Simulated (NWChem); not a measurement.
**ZnH2O (SMILES [OH][ZnH]): TPSS-D3(BJ)/pc-2 (density fitting with weigend coulomb fitting)**

What is the energy change on altering one bond length of ZnH2O at TPSS-D3(BJ)/pc-2 (density fitting with weigend coulomb fitting)? 

Program for the calculation: NWChem 7.3.0.

1 further run of the same task is left out (it didn't finish).

### Step 1. The molecule

ZnH2O has 4 atoms, charge 0, and is taken as a singlet. As SMILES, `[OH][ZnH]`. The coordinates come from a PBE0-D4/def2-TZVP relaxation.

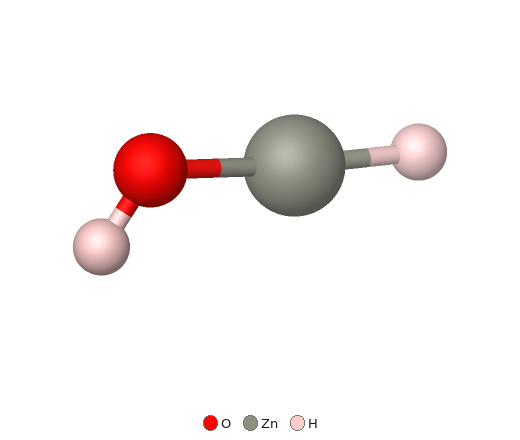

The structure, seen from a chosen angle (oxygen red, zinc grey, hydrogen pink).

### Step 2. The charge distribution at TPSS-D3(BJ)/pc-2 (density fitting with weigend coulomb fitting)

File calc.nw:

```
START calc
memory 2200 mb

GEOMETRY units angstrom noautosym nocenter noautoz
  O     0.383200   -0.976300    0.546000
  Zn    0.072800    0.593300   -0.221100
  H    -0.305200   -1.640400    0.498600
  H    -0.095300    1.963200   -0.843900
END

BASIS spherical bse
  O library pc-2
  Zn library pc-2
  H library pc-2
END

BASIS "cd basis" spherical
  O library "weigend coulomb fitting"
  Zn library "weigend coulomb fitting"
  H library "weigend coulomb fitting"
END

DFT
  xc xtpss03 ctpss03
  disp vdw 4
  grid xfine
  convergence energy 1e-08
  iterations 200
  mulliken
  print low
END

PROPERTY
  quadrupole
  octupole
  dipole
  electrondensity
  esp
END

TASK dft property
```

Launch:

```sh
$ nwchem calc.nw > calc.out
```

The program printed:

```text
[...]
 d= 0,ls=0.0,diis     1  -1855.8168084601 -1.95D+03  1.62D-02  9.95D-01    11.1
[...]
 d= 0,ls=0.0,diis    11  -1855.9257469110 -7.84D-11  1.45D-07  1.32D-09    42.3
         Total DFT energy =    -1855.925746911043
      One electron energy =    -2775.732030048216
           Coulomb energy =      905.703762523753
    Exchange-Corr. energy =      -80.480425860566
 Nuclear repulsion energy =       94.584581370012
    Dispersion correction =       -0.001634896026
[...]
      Total Density - Mulliken Population Analysis
     ---------------------------------------------
    Atom       Charge   Shell Charges
 -----------   ------   -------------------------------------------------------
    1 O    8     8.66   2.02  0.23  0.99  0.55  2.01  1.97  0.88  0.00  0.01  0.00
    2 Zn  30    29.33   2.00  1.99  2.00 -0.02  0.69  0.27  6.00  5.04  0.99  0.40  7.76  1.79  0.41  0.00  0.00  0.00
    3 H    1     0.79   0.42  0.26  0.01  0.02  0.08  0.01
    4 H    1     1.22   0.37  0.59  0.24  0.00  0.01  0.00
[...]
   Dipole moment        1.4406346972 Debye(s)
             DMX       -1.2758755331 DMXEFC        0.0000000000
             DMY        0.1703230626 DMYEFC        0.0000000000
             DMZ       -0.6469621388 DMZEFC        0.0000000000
   -EFC- dipole         0.0000000000 DEBYE(S)
   Total dipole         1.4406346972 DEBYE(S)
[...]
```

It took 45 s on 1 thread of Intel Xeon Platinum 8375C at 2.90GHz (Ice Lake), shared host; peak memory 0.15 GiB.

Atomic charges (e):

```csv
atom,Mulliken,Löwdin
O1,-0.660,-0.240
Zn2,+0.670,+0.680
H3,+0.210,-0.150
H4,-0.220,-0.300
```

### Step 3. The distorted shape, same level

File h2ozn.nw:

```
start h2ozn
title "H2OZn TPSS"
memory stack 880 mb heap 220 mb global 1100 mb

geometry noautosym nocenter noautoz
  O      0.555300    -0.810275     0.557850
  Zn     0.244900     0.759325    -0.209250
  H     -0.305200    -1.640400     0.498600
  H      0.076800     2.129225    -0.832050
end

basis spherical bse
  * library pc-2
end

basis "cd basis" spherical
  * library "weigend coulomb fitting"
end

dft
  xc xtpss03 ctpss03
  disp vdw 4
  grid xfine
  convergence energy 1e-08
  iterations 200
  mulliken
  print medium
end

property
  quadrupole
  octupole
  dipole
  electrondensity
  esp
end

task dft property
```

Launch:

```sh
$ nwchem h2ozn.nw > h2ozn.out
```

The program printed:

```text
[...]
          Wavefunction type:  closed shell.
          No. of atoms     :     4
          No. of electrons :    40
[...]
          Charge           :     0
          Spin multiplicity:     1
[...]
          AO basis - number of functions:   114
[...]
              XC Information
              --------------
                  TPSS metaGGA Exchange Functional  1.000
             TPSS03 metaGGA Correlation Functional  1.000
[...]
 d= 0,ls=0.0,diis     1  -1855.7742931538 -1.95D+03  1.82D-02  1.05D+00    11.4
[...]
 d= 0,ls=0.0,diis    11  -1855.8956931172 -2.49D-10  2.97D-08  2.15D-11    40.0
         Total DFT energy =    -1855.895693117247
      One electron energy =    -2773.133427240917
           Coulomb energy =      904.413737136954
    Exchange-Corr. energy =      -80.387725957337
 Nuclear repulsion energy =       93.213388752616
    Dispersion correction =       -0.001665808563
[...]
      Total Density - Mulliken Population Analysis
     ---------------------------------------------
    Atom       Charge   Shell Charges
 -----------   ------   -------------------------------------------------------
    1 O    8     8.73   2.02  0.23  1.03  0.61  1.95  1.97  0.92  0.00  0.01  0.00
    2 Zn  30    29.32   2.00  1.99  2.00 -0.02  0.69  0.27  6.00  5.04  0.99  0.40  7.76  1.79  0.41  0.00  0.00  0.00
    3 H    1     0.73   0.32  0.32  0.04  0.00  0.05  0.00
    4 H    1     1.22   0.37  0.59  0.24  0.00  0.01  0.00
[...]
   Dipole moment        1.4637737297 Debye(s)
             DMX       -1.3210831891 DMXEFC        0.0000000000
             DMY        0.0680946973 DMYEFC        0.0000000000
             DMZ       -0.6266864060 DMZEFC        0.0000000000
   -EFC- dipole         0.0000000000 DEBYE(S)
   Total dipole         1.4637737297 DEBYE(S)
[...]
```

Wall time 42 s (1 thread of Intel Xeon Platinum 8375C at 2.90GHz (Ice Lake), shared host); peak memory 0.15 GiB.

Atomic charges (e):

```
atom  Mulliken  Löwdin
  O1    -0.730  -0.440
 Zn2    +0.680  +0.660
  H3    +0.270  +0.070
  H4    -0.220  -0.300
```

### Step 4. What came out

At TPSS-D3(BJ)/pc-2 (density fitting with weigend coulomb fitting):

| quantity | value |
| --- | --- |
| first shape: total energy | -1855.92575 Eh |
| first shape: dipole moment | 1.44 D |
| first shape: dispersion energy | -4.29 kJ/mol |
| distorted shape: total energy | -1855.89569 Eh |
| distorted shape: dipole moment | 1.46 D |
| distorted shape: HOMO energy | -6.48 eV |
| distorted shape: LUMO energy | -1.36 eV |
| distorted shape: HOMO–LUMO gap | 5.13 eV |
| distorted shape: dispersion energy | -4.37 kJ/mol |
| energy change with the O1–H3 bond stretched from 0.958 to 1.197 Å | 0.818 eV |

In words: With the O1–H3 bond stretched from 0.958 to 1.197 Å the energy rises by 0.82 eV (18.9 kcal/mol). The first shape isn't relaxed at this level, so the change isn't measured from a minimum. Mulliken charges (first shape) run from -0.66 on O1 to +0.67 on Zn2. Mulliken charges (distorted shape) run from -0.73 on O1 to +0.68 on Zn2.
